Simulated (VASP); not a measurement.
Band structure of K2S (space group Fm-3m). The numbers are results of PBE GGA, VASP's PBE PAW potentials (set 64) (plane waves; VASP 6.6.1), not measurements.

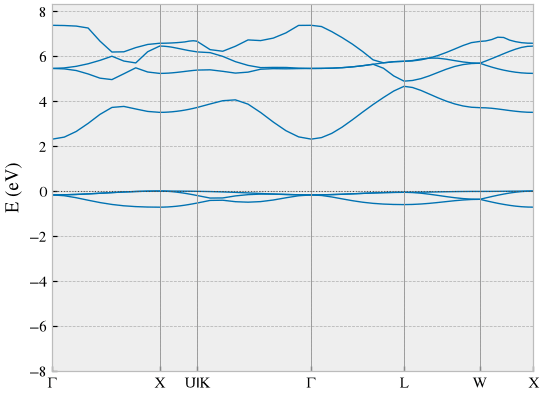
Figure. Bands along high-symmetry lines, zero at the valence-band maximum or, without a gap, the Fermi level

Q: Read the plot: is there a gap, and where are the band edges?

A: The gap is indirect, 2.31 eV, from the valence maximum at X to the conduction minimum at Γ.

The structure is a typed K2S crystal (Fm-3m). The cell was not relaxed at this level.
